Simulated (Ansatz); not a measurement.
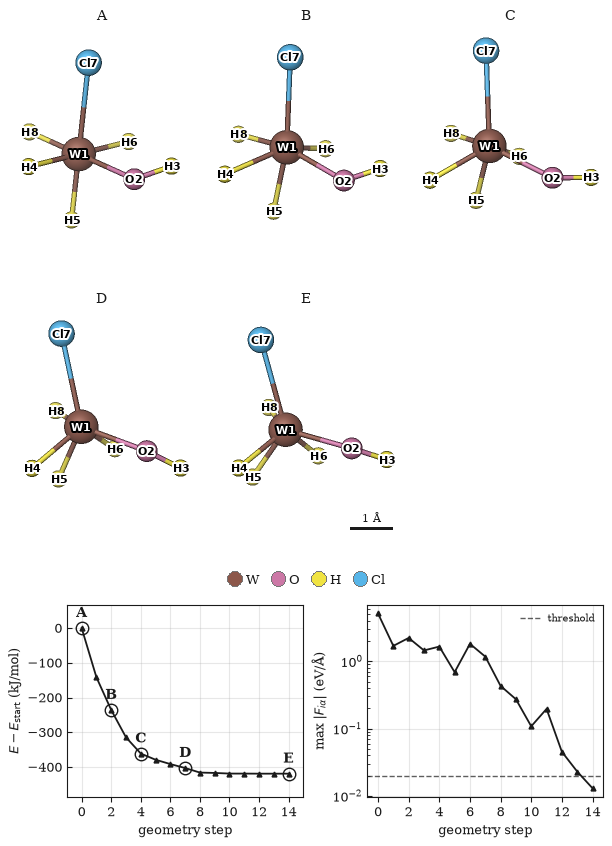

Frames of a relaxation of WH5OCl, marked on the history of the run. A ball-and-stick model, seen at a tilt.

The run prepares the start of a later molecular dynamics calculation, from a guessed geometry.

The calculation used RHF/def2-SVP in Ansatz 0.2.0. Set-up: no spin polarisation; force threshold 0.02 eV/Å; at most 40 steps.

Question: What happens along the run?

Answer: After 14 geometry steps the energy has fallen by 419.1 kJ/mol. The largest force component goes from 5.1 to 0.013 eV/Å. H8 moves most after the best rigid fit: 0.89 Å. By element the largest moves are H 0.89 Å, Cl 0.79 Å, O 0.49 Å, W 0.35 Å. Some distances before and after: W1–O2 1.940 → 1.869 Å, W1–H6 1.720 → 1.651 Å, O2–H3 1.010 → 0.945 Å, W1–Cl7 2.390 → 2.326 Å. Bond angles that change, for instance: H4–W1–H6 180.0° → 119.4°, H5–W1–Cl7 180.0° → 130.2°, O2–W1–H8 180.0° → 134.0°. From step 0 to 2: W1 moves most (0.34 Å), energy −235.9 kJ/mol. From step 2 to 4: H6 moves most (0.38 Å), energy −125.4 kJ/mol. From step 4 to 7: H8 moves most (0.42 Å), energy −41.6 kJ/mol. From step 7 to 14: H atoms move most (0.27 Å), energy −16.2 kJ/mol.

Limits of the set-up: Hartree-Fock leaves out electron correlation.
